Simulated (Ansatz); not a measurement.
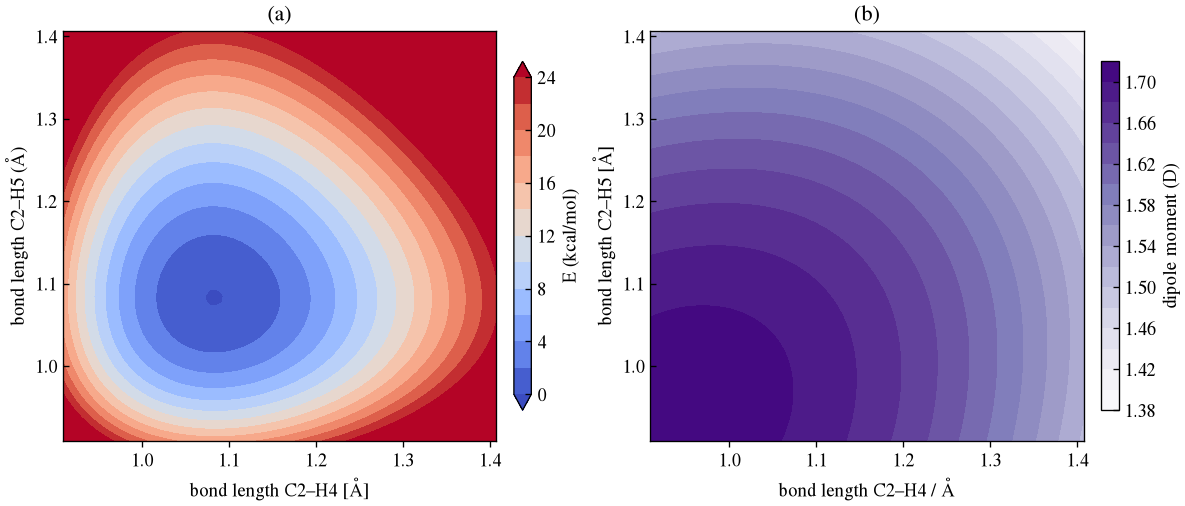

CH₂Cl₂, SMILES ClCCl. 
- The first coordinate is: bond length C2–H4; the second: bond length C2–H5.
- Nothing is relaxed (all other coordinates rigid).
- Grid: 13 × 13 points; 91 points were computed and 78 follow by symmetry.
- Points are written as (first, second).
- All energies are given in kcal/mol relative to the lowest grid point.
- Computed with RKS CAM-B3LYP-D4/def2-TZVP in Ansatz 0.2.0.

Panel (a) is the energy; panel (b) is the computed dipole moment, in D.

In the figure: filled contours, one colour for all values above the top of the scale. Between grid points the surface is interpolated.

Q: How does the dipole moment vary over the map, and what is it at the lowest grid point?

A: Leaving out the highest fifth of the energies, it runs from 1.51 D at (1.158 Å, 1.407 Å) to 1.71 D at (0.951 Å, 0.951 Å). At the lowest grid point, (1.075 Å, 1.075 Å), it is 1.69 D.

| bond length C2–H5 ↓, bond length C2–H4 → | 0.909 | 0.951 | 0.992 | 1.034 | 1.075 | 1.117 | 1.158 | 1.200 | 1.241 | 1.283 | 1.324 | 1.366 | 1.407 |
| --- | --- | --- | --- | --- | --- | --- | --- | --- | --- | --- | --- | --- | --- |
| 1.407 | 1.52 | 1.52 | 1.53 | 1.53 | 1.53 | 1.52 | 1.51 | 1.50 | 1.49 | 1.47 | 1.45 | 1.43 | 1.40 |
| 1.366 | 1.55 | 1.55 | 1.56 | 1.56 | 1.56 | 1.55 | 1.54 | 1.53 | 1.52 | 1.50 | 1.48 | 1.45 | 1.43 |
| 1.324 | 1.58 | 1.59 | 1.59 | 1.59 | 1.59 | 1.58 | 1.57 | 1.56 | 1.55 | 1.53 | 1.50 | 1.48 | 1.45 |
| 1.283 | 1.61 | 1.61 | 1.61 | 1.61 | 1.61 | 1.61 | 1.60 | 1.58 | 1.57 | 1.55 | 1.53 | 1.50 | 1.47 |
| 1.241 | 1.63 | 1.64 | 1.64 | 1.64 | 1.63 | 1.63 | 1.62 | 1.61 | 1.59 | 1.57 | 1.55 | 1.52 | 1.49 |
| 1.200 | 1.65 | 1.66 | 1.66 | 1.66 | 1.65 | 1.65 | 1.64 | 1.62 | 1.61 | 1.58 | 1.56 | 1.53 | 1.50 |
| 1.158 | 1.67 | 1.67 | 1.68 | 1.67 | 1.67 | 1.66 | 1.65 | 1.64 | 1.62 | 1.60 | 1.57 | 1.54 | 1.51 |
| 1.117 | 1.69 | 1.69 | 1.69 | 1.69 | 1.68 | 1.67 | 1.66 | 1.65 | 1.63 | 1.61 | 1.58 | 1.55 | 1.52 |
| 1.075 | 1.70 | 1.70 | 1.70 | 1.70 | 1.69 | 1.68 | 1.67 | 1.65 | 1.63 | 1.61 | 1.59 | 1.56 | 1.53 |
| 1.034 | 1.70 | 1.71 | 1.71 | 1.70 | 1.70 | 1.69 | 1.67 | 1.66 | 1.64 | 1.61 | 1.59 | 1.56 | 1.53 |
| 0.992 | 1.71 | 1.71 | 1.71 | 1.71 | 1.70 | 1.69 | 1.68 | 1.66 | 1.64 | 1.61 | 1.59 | 1.56 | 1.53 |
| 0.951 | 1.71 | 1.71 | 1.71 | 1.71 | 1.70 | 1.69 | 1.67 | 1.66 | 1.64 | 1.61 | 1.59 | 1.55 | 1.52 |
| 0.909 | 1.71 | 1.71 | 1.71 | 1.70 | 1.70 | 1.69 | 1.67 | 1.65 | 1.63 | 1.61 | 1.58 | 1.55 | 1.52 |
